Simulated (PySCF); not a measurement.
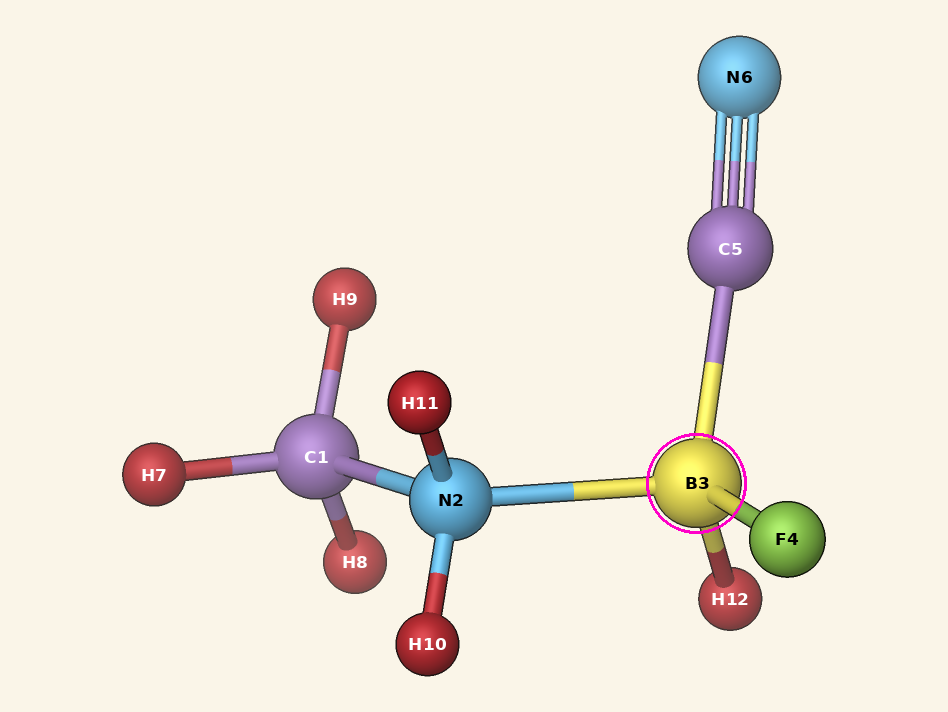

Distant atoms are faded towards the background colour. Circles mark the stereogenic atoms. The computed structure is the end point of a PBE0-D3(BJ)/def2-SVP optimisation. No frequency run is at hand to confirm it as a minimum.

**Assign CIP descriptors.**

B3: R (priorities F4 > N2 > C5 > H12).

**Write the isomeric SMILES.**

C[NH2+][B@H-](F)C#N
